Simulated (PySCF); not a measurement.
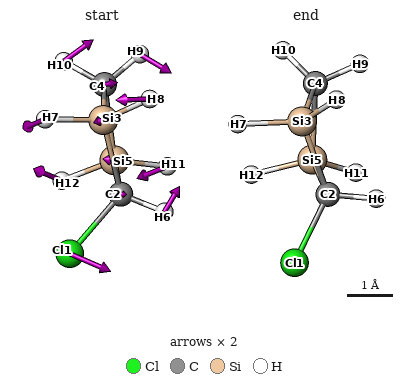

The structure of C$_{2}$H$_{7}$ClSi$_{2}$ before (left) and after (right) a relaxation, at one scale. The purple arrows give the displacements, 2 times their true length.

A ball-and-stick model, seen from a free direction.

The start comes from GFN2-xTB. Its atoms were then displaced at random by about 0.01 Å.

These are results of PBE0-D3(BJ)/def2-SVP geometry optimisation, gas phase in PySCF, not measurements. 

Describe what moved and what it gained.

Cl1 moves most after the best rigid fit: 0.52 Å. By element the largest moves are Cl 0.52 Å, H 0.49 Å, C 0.16 Å, Si 0.16 Å. Some distances before and after: C4–Si5 1.954 → 1.903 Å, Si5–H11 1.452 → 1.495 Å, Cl1–C2 1.811 → 1.778 Å, C4–H9 1.071 → 1.102 Å. Bond angles that change, for instance: Cl1–C2–Si3 114.9° → 120.8°, Si3–C2–Si5 92.7° → 87.3°, Si3–C2–H6 114.2° → 109.0°. The energy falls by 17.4 kJ/mol in 16 geometry steps.
